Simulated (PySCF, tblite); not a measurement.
# C6H12N+: a rotation path, then NMR shifts on frames, part 2 of 2

tblite 0.8.0 and PySCF 2.14.0. Atoms count from 0. The steps go on from the part before.

## Step 5: NMR shieldings: image 4, PBE0/pcSseg-1

What the job is given:

```
{"job": {"kind": "nmr", "xc": "PBE0", "basis": "pcSseg-1", "pop": false}, "charge": 1, "multiplicity": 1}
C      3.007900    -0.481200     0.659300
C      1.966100    -0.627500     0.089500
C      0.699800    -0.805300    -0.591300
N     -0.417500     0.049700    -0.030000
C     -1.512400    -0.817700     0.441100
C     -0.931300     0.944800    -1.083400
C      0.053600     0.870900     1.101600
H      3.924600    -0.357200     1.156800
H      0.414000    -1.857800    -0.518900
H      0.835700    -0.566000    -1.649000
H     -1.905100    -1.415300    -0.380500
H     -1.154500    -1.482000     1.226500
H     -2.320200    -0.208700     0.844000
H     -1.313200     0.365000    -1.922700
H     -0.139200     1.603800    -1.436100
H     -1.741800     1.557700    -0.691400
H      0.863800     1.522100     0.779300
H     -0.762100     1.481500     1.483500
H      0.421800     0.232300     1.902700
```

Method: GIAO PBE0/pcSseg-1 NMR shielding, non-relativistic, gas phase.

What it wrote:

```text
coarse grid: 15024 points
cycle   1  E = -289.7694678797  dE =  1.088e+00  |g| = 5.677e-01  |ddm| = 3.771e+00
cycle   2  E = -289.6783042147  dE =  9.116e-02  |g| = 8.814e-01  |ddm| = 1.259e+00
cycle   3  E = -289.8389407126  dE = -1.606e-01  |g| = 1.363e-01  |ddm| = 7.030e-01
cycle   4  E = -289.8416149527  dE = -2.674e-03  |g| = 9.053e-02  |ddm| = 1.466e-01
cycle   5  E = -289.8435368955  dE = -1.922e-03  |g| = 1.660e-02  |ddm| = 6.064e-02
cycle   6  E = -289.8435993684  dE = -6.247e-05  |g| = 2.903e-03  |ddm| = 1.535e-02
cycle   7  E = -289.8436012809  dE = -1.913e-06  |g| = 6.242e-04  |ddm| = 2.725e-03
final grid: 142704 points
cycle   8  E = -289.8863298267  dE = -4.854e-05  |g| = 8.791e-03  |ddm| = 5.590e-02
cycle   9  E = -289.8863297332  dE =  9.356e-08  |g| = 8.890e-03  |ddm| = 1.339e-02
cycle  10  E = -289.8863491865  dE = -1.945e-05  |g| = 8.316e-04  |ddm| = 6.553e-03
cycle  11  E = -289.8863493003  dE = -1.138e-07  |g| = 5.047e-04  |ddm| = 9.477e-04
cycle  12  E = -289.8863493607  dE = -6.041e-08  |g| = 9.433e-05  |ddm| = 3.555e-04
cycle  13  E = -289.8863493629  dE = -2.182e-09  |g| = 2.297e-05  |ddm| = 1.022e-04
cycle  14  E = -289.8863493630  dE = -1.002e-10  |g| = 8.869e-06  |ddm| = 1.962e-05
converged SCF energy = -289.8863493630

GIAO shielding tensors (ppm)
atom      isotropic    diamagn.    paramagn.     s11        s22        s33       span
  0 C       85.026     255.701    -170.675      9.155     22.585    223.338    214.183
  1 C      115.913     264.025    -148.113     21.520     30.267    295.951    274.431
  2 C      127.043     248.465    -121.422     97.574    101.107    182.447     84.872
  3 N      203.790     322.787    -118.997    194.331    200.538    216.502     22.171
  4 C      129.081     249.635    -120.554     95.198    108.834    183.211     88.013
  5 C      129.149     249.886    -120.737     94.937    109.157    183.353     88.416
  6 C      131.349     250.525    -119.176    106.793    112.625    174.629     67.836
  7 H       28.539      32.734      -4.195     23.863     23.971     37.783     13.920
  8 H       27.398      28.896      -1.498     21.982     28.211     32.002     10.020
  9 H       27.411      28.964      -1.553     22.016     28.192     32.027     10.011
 10 H       28.513      29.859      -1.346     25.035     25.559     34.944      9.910
 11 H       28.472      30.137      -1.665     24.539     25.903     34.973     10.434
 12 H       28.656      29.816      -1.160     24.808     25.914     35.247     10.439
 13 H       28.523      30.010      -1.487     25.029     25.578     34.961      9.932
 14 H       28.463      30.331      -1.869     24.526     25.887     34.975     10.450
 15 H       28.652      29.960      -1.308     24.805     25.900     35.250     10.445
 16 H       27.964      31.526      -3.562     23.535     26.853     33.503      9.967
 17 H       28.719      30.888      -2.169     25.038     26.565     34.554      9.517
 18 H       27.997      31.449      -3.453     23.633     26.771     33.586      9.953
```

Run time: 39 s. Hardware: 1 thread of Intel Xeon at 2.70GHz, shared host; peak memory 0.89 GiB.

Key values: δ C0 101.9, C1 71.0, C2 59.9, C4 57.8, H8 4.32, H9 4.31 ppm.

## Step 6: NMR shieldings: image 6, PBE0/pcSseg-1

What the job is given:

```
{"job": {"kind": "nmr", "xc": "PBE0", "basis": "pcSseg-1", "pop": false}, "charge": 1, "multiplicity": 1}
C      2.817400    -0.923800     0.932400
C      1.875200    -0.806300     0.204600
C      0.764500    -0.602300    -0.703900
N     -0.393400     0.120000    -0.071200
C     -1.299400    -0.857700     0.556800
C     -1.123000     0.866800    -1.111100
C      0.081200     1.065600     0.956200
H      3.643900    -1.040500     1.570300
H      0.416700    -1.571000    -1.073200
H      1.123400    -0.019800    -1.557200
H     -1.705000    -1.534000    -0.194600
H     -0.762700    -1.440100     1.304200
H     -2.127100    -0.341100     1.039900
H     -1.481000     0.191000    -1.886100
H     -0.472700     1.612900    -1.565900
H     -1.977600     1.379700    -0.672600
H      0.778300     1.776900     0.517300
H     -0.760600     1.606900     1.383200
H      0.592100     0.526000     1.751600
```

Level: GIAO PBE0/pcSseg-1 NMR shielding, non-relativistic, gas phase.

What it wrote:

```text
coarse grid: 15024 points
cycle   1  E = -289.7758847142  dE =  1.092e+00  |g| = 5.640e-01  |ddm| = 3.785e+00
cycle   2  E = -289.6895575011  dE =  8.633e-02  |g| = 8.669e-01  |ddm| = 1.204e+00
cycle   3  E = -289.8443458049  dE = -1.548e-01  |g| = 1.352e-01  |ddm| = 6.670e-01
cycle   4  E = -289.8470067667  dE = -2.661e-03  |g| = 8.895e-02  |ddm| = 1.450e-01
cycle   5  E = -289.8488608606  dE = -1.854e-03  |g| = 1.652e-02  |ddm| = 6.004e-02
cycle   6  E = -289.8489227425  dE = -6.188e-05  |g| = 2.850e-03  |ddm| = 1.550e-02
cycle   7  E = -289.8489245781  dE = -1.836e-06  |g| = 6.167e-04  |ddm| = 2.678e-03
final grid: 142704 points
cycle   8  E = -289.8915357419  dE = -4.959e-05  |g| = 8.636e-03  |ddm| = 4.381e-02
cycle   9  E = -289.8915353604  dE =  3.815e-07  |g| = 8.789e-03  |ddm| = 1.322e-02
cycle  10  E = -289.8915543024  dE = -1.894e-05  |g| = 1.211e-03  |ddm| = 6.628e-03
cycle  11  E = -289.8915546171  dE = -3.147e-07  |g| = 4.697e-04  |ddm| = 1.128e-03
cycle  12  E = -289.8915546690  dE = -5.193e-08  |g| = 8.932e-05  |ddm| = 3.426e-04
cycle  13  E = -289.8915546709  dE = -1.929e-09  |g| = 2.522e-05  |ddm| = 9.983e-05
cycle  14  E = -289.8915546711  dE = -1.164e-10  |g| = 9.254e-06  |ddm| = 1.941e-05
converged SCF energy = -289.8915546711

GIAO shielding tensors (ppm)
atom      isotropic    diamagn.    paramagn.     s11        s22        s33       span
  0 C       87.299     256.517    -169.219      7.965     23.205    230.725    222.760
  1 C      115.535     262.800    -147.265     22.780     28.785    295.041    272.260
  2 C      127.941     250.172    -122.231     99.368    106.174    178.280     78.912
  3 N      200.095     323.270    -123.175    190.233    198.603    211.450     21.216
  4 C      132.119     250.204    -118.085     97.293    113.262    185.802     88.508
  5 C      131.005     249.407    -118.402     97.907    109.989    185.120     87.213
  6 C      133.177     251.061    -117.884    108.404    113.022    178.105     69.701
  7 H       28.676      33.098      -4.423     23.785     23.975     38.267     14.481
  8 H       27.539      28.898      -1.359     22.787     27.441     32.387      9.600
  9 H       27.514      29.318      -1.804     21.627     28.437     32.478     10.851
 10 H       28.792      30.176      -1.384     25.156     25.663     35.556     10.400
 11 H       28.144      30.394      -2.250     23.913     26.345     34.173     10.260
 12 H       28.692      30.103      -1.411     24.807     25.959     35.311     10.504
 13 H       28.465      29.414      -0.949     24.839     25.483     35.073     10.234
 14 H       28.660      29.954      -1.293     24.667     25.932     35.383     10.716
 15 H       28.517      29.653      -1.135     24.688     25.639     35.225     10.537
 16 H       28.610      31.087      -2.477     24.772     25.895     35.162     10.390
 17 H       28.754      30.909      -2.155     25.011     26.425     34.826      9.815
 18 H       27.594      31.646      -4.051     22.702     27.606     32.475      9.772
```

Wall time 39 s (1 thread of Intel Xeon at 2.70GHz, shared host); peak memory 0.87 GiB.

This run: δ C0 99.6, C1 71.4, C2 59.0, C5 55.9, H9 4.20, H8 4.18 ppm.

## Step 7: Shielding tensors: image 8, PBE0/pcSseg-1

What the job is given:

```
{"job": {"kind": "nmr", "xc": "PBE0", "basis": "pcSseg-1", "pop": false}, "charge": 1, "multiplicity": 1}
C      2.558400    -1.407100     1.017200
C      1.782900    -0.940000     0.234600
C      0.858600    -0.376400    -0.730100
N     -0.360300     0.200400    -0.084900
C     -1.070700    -0.855900     0.658400
C     -1.242100     0.750000    -1.128300
C      0.037400     1.273400     0.844200
H      3.246600    -1.824000     1.692700
H      0.550200    -1.159000    -1.429700
H      1.367000     0.412200    -1.293000
H     -1.388600    -1.647300    -0.018400
H     -0.411400    -1.285900     1.411000
H     -1.949300    -0.442700     1.150100
H     -1.543900    -0.032700    -1.822600
H     -0.729700     1.532200    -1.686200
H     -2.136300     1.175900    -0.676600
H      0.550000     2.069500     0.306600
H     -0.840100     1.690800     1.334100
H      0.711600     0.875600     1.601500
```

Level: GIAO PBE0/pcSseg-1 NMR shielding, non-relativistic, gas phase.

What it wrote:

```text
coarse grid: 15024 points
cycle   1  E = -289.7812875762  dE =  1.093e+00  |g| = 5.609e-01  |ddm| = 3.796e+00
cycle   2  E = -289.6990455060  dE =  8.224e-02  |g| = 8.545e-01  |ddm| = 1.156e+00
cycle   3  E = -289.8488674193  dE = -1.498e-01  |g| = 1.340e-01  |ddm| = 6.326e-01
cycle   4  E = -289.8515004764  dE = -2.633e-03  |g| = 8.751e-02  |ddm| = 1.429e-01
cycle   5  E = -289.8532933808  dE = -1.793e-03  |g| = 1.644e-02  |ddm| = 5.942e-02
cycle   6  E = -289.8533546625  dE = -6.128e-05  |g| = 2.800e-03  |ddm| = 1.536e-02
cycle   7  E = -289.8533564285  dE = -1.766e-06  |g| = 6.046e-04  |ddm| = 2.617e-03
final grid: 142704 points
cycle   8  E = -289.8964412738  dE = -5.677e-05  |g| = 8.708e-03  |ddm| = 5.016e-02
cycle   9  E = -289.8964419784  dE = -7.046e-07  |g| = 8.632e-03  |ddm| = 1.335e-02
cycle  10  E = -289.8964604494  dE = -1.847e-05  |g| = 5.574e-04  |ddm| = 6.344e-03
cycle  11  E = -289.8964604924  dE = -4.294e-08  |g| = 3.948e-04  |ddm| = 7.854e-04
cycle  12  E = -289.8964605265  dE = -3.409e-08  |g| = 1.329e-04  |ddm| = 3.250e-04
cycle  13  E = -289.8964605307  dE = -4.213e-09  |g| = 2.988e-05  |ddm| = 1.115e-04
cycle  14  E = -289.8964605309  dE = -1.775e-10  |g| = 1.027e-05  |ddm| = 2.326e-05
converged SCF energy = -289.8964605309

GIAO shielding tensors (ppm)
atom      isotropic    diamagn.    paramagn.     s11        s22        s33       span
  0 C       88.862     257.332    -168.470      7.104     24.152    235.330    228.226
  1 C      114.972     262.185    -147.213     24.879     25.389    294.648    269.769
  2 C      128.397     250.847    -122.450    100.452    109.755    174.986     74.534
  3 N      196.317     323.587    -127.270    187.936    194.625    206.390     18.453
  4 C      134.889     251.087    -116.198    105.561    113.703    185.404     79.844
  5 C      133.230     248.719    -115.490    104.611    107.544    187.534     82.923
  6 C      134.856     251.065    -116.209    105.535    113.693    185.342     79.807
  7 H       28.724      33.555      -4.831     23.699     23.931     38.541     14.842
  8 H       27.661      29.080      -1.419     22.381     27.734     32.869     10.489
  9 H       27.655      29.075      -1.421     22.370     27.733     32.860     10.490
 10 H       28.895      30.580      -1.684     25.343     25.477     35.867     10.525
 11 H       27.665      30.926      -3.262     22.787     27.454     32.753      9.967
 12 H       28.741      30.589      -1.847     24.928     26.054     35.243     10.315
 13 H       28.634      29.279      -0.645     24.691     25.771     35.441     10.750
 14 H       28.636      29.273      -0.637     24.691     25.773     35.445     10.754
 15 H       28.437      29.309      -0.872     24.602     25.484     35.225     10.623
 16 H       28.895      30.561      -1.666     25.354     25.466     35.865     10.511
 17 H       28.744      30.576      -1.831     24.930     26.057     35.246     10.316
 18 H       27.658      30.914      -3.256     22.781     27.453     32.740      9.958
```

It took 37 s on 1 thread of Intel Xeon at 2.70GHz, shared host; peak memory 0.88 GiB.

In short: δ C0 98.1, C1 72.0, C2 58.5, C5 53.7, H9 4.06, H18 4.06 ppm.

## Step 8: Run by run: NMR shifts

Shifts (ppm) of some atoms, chosen among heavy atoms and hydrogens apart, with basis size and wall time:

```
  frame     C0    C4    C5    C6   H16   H18    N3  functions  time
image 0   98.1  53.8  52.1  52.0  4.06  2.82  71.5        179  38 s
image 2   99.8  55.9  54.8  53.6  4.18  3.08  67.8        179  43 s
image 4  101.9  57.8  57.8  55.6  3.75  3.72  63.9        179  39 s
image 6   99.6  54.8  55.9  53.7  3.11  4.12  67.6        179  39 s
image 8   98.1  52.0  53.7  52.1  2.82  4.06  71.4        179  37 s
```

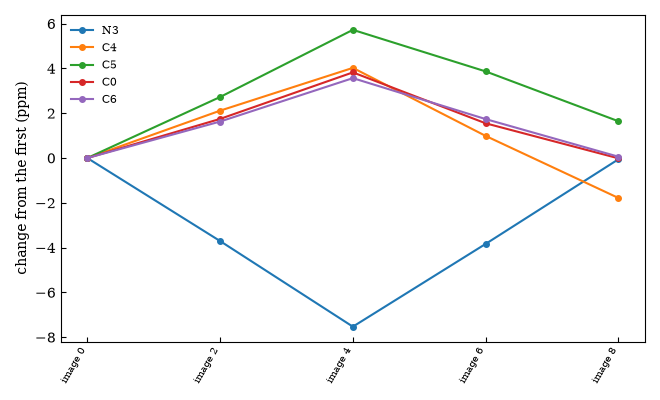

How five of the tabulated atoms move from run to run.

## Step 9: Summary of results

This closing draws on all 2 parts.

| quantity | value |
| --- | --- |
| barrier | 0.196 eV (4.5 kcal/mol) at image 4 |
| end to end (GFN2-xTB) | 0.000 eV |
| 13C shifts against TMS (PBE0/pcSseg-1, image 0) | 98.1, 71.9, 58.6, 53.8, 52.1, 52.0 ppm |
| 1H shifts against TMS (PBE0/pcSseg-1, image 0) | 4.06, 4.06, 4.06, 4.05, 3.29, 3.09, 3.09, 2.99, 2.98, 2.98, 2.82, 2.82 ppm |
| 15N shifts against NH3 (PBE0/pcSseg-1, image 0) | 71.5 ppm |
| range of the shift of N3 | 63.9 to 71.5 ppm |

In words: Along the band the dihedral turns by 120°, and the top (dihedral 0°) lies 4.5 kcal/mol above the start (GFN2-xTB, rough), so at room temperature this motion is fast. The top was not checked by a frequency run. Shifts at one fixed geometry are not the observed spectrum, which averages over the motion. In the first frame run (image 0): The widest tensor belongs to C1: span 270 ppm, with a paramagnetic part of -147 ppm. In ppm, N3 moves most: its shift spreads over 7.5 ppm, from 63.9 (image 4) to 71.5 (image 0).
